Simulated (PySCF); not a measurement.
```tsv
atom	x (Å)	y (Å)	z (Å)
Ge	-0.0369	0.7970	0.1253
C	1.5191	-0.4031	-0.1066
C	-1.6165	-0.3525	0.4001
H	-0.1642	1.6525	-1.0960
H	0.2178	1.6720	1.3173
H	2.4315	0.1559	-0.2959
H	1.6789	-1.0093	0.7819
H	1.3667	-1.0796	-0.9447
H	-1.6821	-1.0886	-0.3974
H	-2.5449	0.2062	0.4207
H	-1.5282	-0.8896	1.3411
N	-2.1004	2.9281	0.4084
N	-2.8198	3.0594	-0.8170
H	-2.6944	2.6549	1.1925
H	-1.6907	3.8323	0.6262
H	-2.8336	2.1492	-1.2684
H	-3.7825	3.3672	-0.6770
```

Geometry: GFN2-xTB.

Theory: PySCF 2.14.0, PBE0-D3(BJ)/def2-SVPD, SCF density, gas phase.

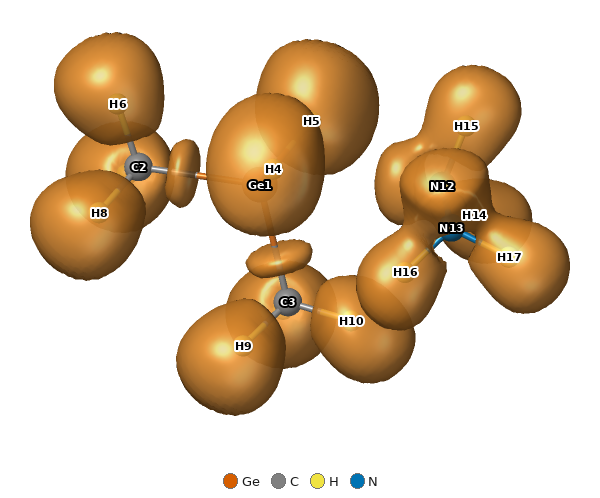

C2H8Ge···H4N2. Isosurface of the ELF at 0.8 (orange), seen at an oblique angle. Core shells and regions of very low density are left out.

Q: What do the ELF domains correspond to?

A: At this value the surface marks out one region between bonded N–N atoms (shared pairs), eight regions around hydrogen nuclei, two lobes of the valence shell of C pointing towards Ge (polar bonds) and two joined regions spread over several atoms (H, N), in which their bonds and any lone pairs are merged.

Values along the shortest contacts:
Ge1···N12 (2.98 Å): the ELF dips to about 0.05 between them. N–N (1.43 Å): the ELF peaks at about 0.90 between the atoms: a covalent bond.
